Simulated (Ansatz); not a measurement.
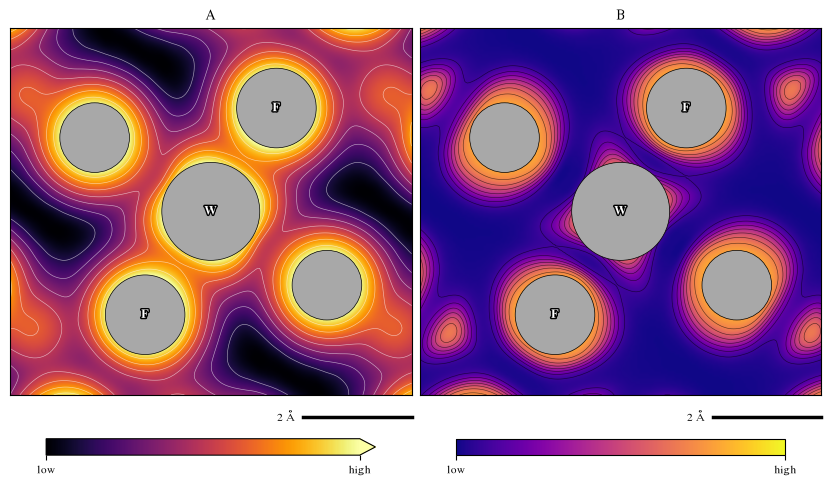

WF2: 2 fields on the (111) plane of the conventional cell, with unlabelled colour scales. Grey discs cover the atomic cores.

Space group P4₂/mnm; started from the rutile prototype, which need not be the ambient phase; not relaxed (largest force 0.4 eV/Å); computed pressure about −15 GPa in this cell; Hubbard U of 6.2 eV on W d only.

The calculation used Ansatz 0.2.0, DFT r2SCAN+U, scalar-relativistic, plane waves, PAW.

```cif
data_structure
_symmetry_space_group_name_H-M 'P 1'
_symmetry_Int_Tables_number 1
_cell_length_a 5.0816
_cell_length_b 5.0816
_cell_length_c 4.3691
_cell_angle_alpha 90.000
_cell_angle_beta 90.000
_cell_angle_gamma 90.000
_cell_volume 112.82
loop_
_atom_site_label
_atom_site_type_symbol
_atom_site_fract_x
_atom_site_fract_y
_atom_site_fract_z
_atom_site_occupancy
W1 W 0.00000 0.00000 0.00000 1
W2 W 0.50000 0.50000 0.50000 1
F1 F 0.31401 0.31401 0.00000 1
F2 F 0.68599 0.68599 0.00000 1
F3 F 0.81401 0.18599 0.50000 1
F4 F 0.18599 0.81401 0.50000 1
```

**Match the panels to the quantities (electron localisation function and valence pseudo-density).**

Panel A: valence pseudo-density. Panel B: electron localisation function. From the grid: W–F (2.26 Å): ρ is about 0.35 e/Å³ halfway; the ELF is about 0.05 at the midpoint; no localised pair shows between them.
